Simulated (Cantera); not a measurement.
A closed system holds: 1 mol Ti, 7.1 mol CO, 1.6 mol H₂, at 1450 K.

Method: chemical equilibrium by Gibbs-energy minimisation in Cantera with the NASA 1993 tables (ideal gas, pure condensed phases). Candidate condensed phases: C, C₆H₆, C₇H₈, C₈H₁₈, H₂O, Ti, TiC, TiO, TiO₂, Ti₂O₃, Ti₃O₅, Ti₄O₇; 113 gas species. Mutual solubility and eutectic melting of coexisting phases are not modelled. TiC: taken at fixed stoichiometry. Condensed phases not in the tables: Magnéli phases beyond Ti₄O₇. Gases not in the tables: TiO(OH)₂. Equilibrium is a limit: real reactors are often held back by kinetics, nucleation or transport.

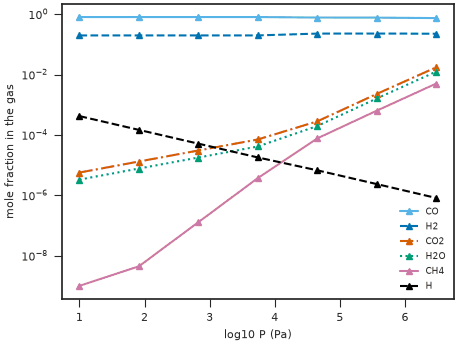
Equilibrium gas composition (values under 1e-9 drawn at 1e-9)

**Question.** Read off the mole fractions at 41.3 Torr.

**Answer.** CO about 0.80, H₂ about 0.20, CO₂ about 7.1e-5, H₂O about 4.1e-5, H about 1.8e-5, CH₄ about 3.7e-6.
